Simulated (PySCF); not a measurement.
C3H6, SMILES `C1CC1`.

Computed with PySCF, PBE0/def2-SVP, geometry: GFN2-xTB. No frequency check shows the geometry to be a minimum.

Input

```python
import numpy as np
from pyscf import gto, scf, dft
from pyscf.prop import nmr
from pyscf.data import nist

def solve(mol, dm0=None, hcore=None):
    mf = (dft.UKS if mol.spin else dft.RKS)(mol, xc='pbe0')
    mf.grids.level = 3
    mf.conv_tol, mf.max_cycle = 1e-8, 80
    if hcore is not None:
        mf.get_hcore = lambda *args: hcore
    mf.kernel(dm0)
    if not mf.converged:
        mf = mf.newton().run(mf.mo_coeff, mf.mo_occ, max_cycle=30)
    assert mf.converged, 'SCF not converged'
    return mf

mol = gto.M(atom='''
C     -0.64450    -0.57546     0.00002
C     -0.17606     0.84587    -0.00006
C      0.82062    -0.27046     0.00007
H     -1.08586    -0.96905    -0.90305
H     -1.08590    -0.96916     0.90284
H     -0.29628     1.42499    -0.90289
H     -0.29691     1.42475     0.90301
H      1.38238    -0.45537     0.90293
H      1.38223    -0.45583    -0.90297
''', basis='def2-svp', charge=0, spin=0, verbose=4)
mf = solve(mol)
vxc = nmr.rks.get_vxc_giao  # smaller grid blocks
nmr.rks.get_vxc_giao = lambda *a, **k: vxc(*a, **{**k, 'max_memory': 300})
calc = nmr.RKS(mf)
calc.cphf = True
nuclei = calc.kernel()
mo1 = calc.mo10
# ring centres and points 1 angstrom above and below them
points = np.array([
    [0.0000, -0.0000, 0.0000],
    [-0.0000, 0.0001, 1.0000],
    [0.0001, -0.0001, -1.0000],
]) / nist.BOHR
mol.atom_coord = lambda i, unit='Bohr': points[i]
idx = range(len(points))
sigma = (calc.dia(shielding_nuc=idx) + calc.para(mo10=mo1, shielding_nuc=idx)[0]) * nist.ALPHA**2 * 1e6
for p, t in zip(points, sigma):
    print('NICS at %8.4f %8.4f %8.4f  %8.2f ppm' % (*(p * nist.BOHR), -t.trace() / 3))
occ = mf.mo_coeff[:, mf.mo_occ > 0]
dm1 = np.array([mf.mo_coeff @ (2 * x) @ occ.T for x in mo1])
np.savez('result.npz', sigma=sigma, nuclei=nuclei, dm0=mf.make_rdm1(), dm1=dm1, e=mf.e_tot, eps=mf.mo_energy, occ=mf.mo_occ)
```

Launched as:

```sh
OMP_NUM_THREADS=1 python input.py
```

The run took 6.7 s on 1 thread of Arm Neoverse V2, with other jobs on the host, peak memory 0.46 GiB.

The script gives the values at the ring points; maps and scans were evaluated afterwards from its response orbitals, outside that time.

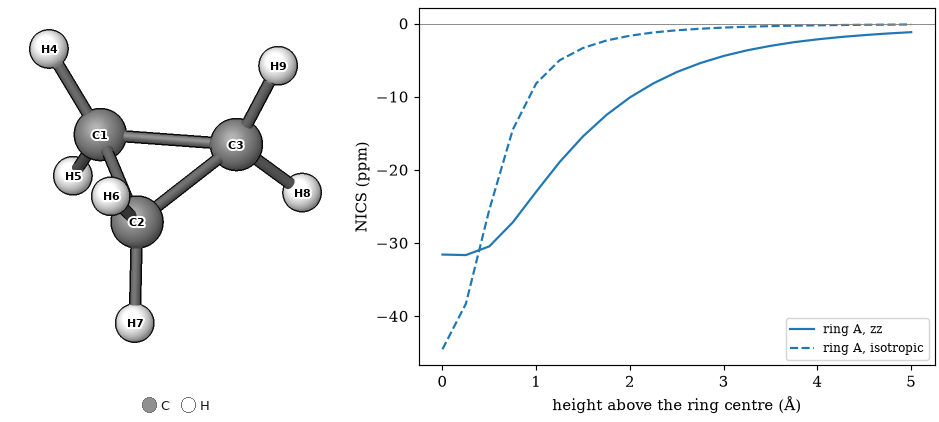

GIAO NICS scans along the ring normals; ring A: 3-membered ring C1/C2/C3.

Q: Read the scans.

A: Ring A is shielded above its centre; its σ bonds alone give such values, so they don't measure π aromaticity: NICSzz reaches −31.6 ppm at 0.25 Å; NICS(0) = −44.5, NICS(1) = −8.2, NICS(1)zz = −23.0 ppm.
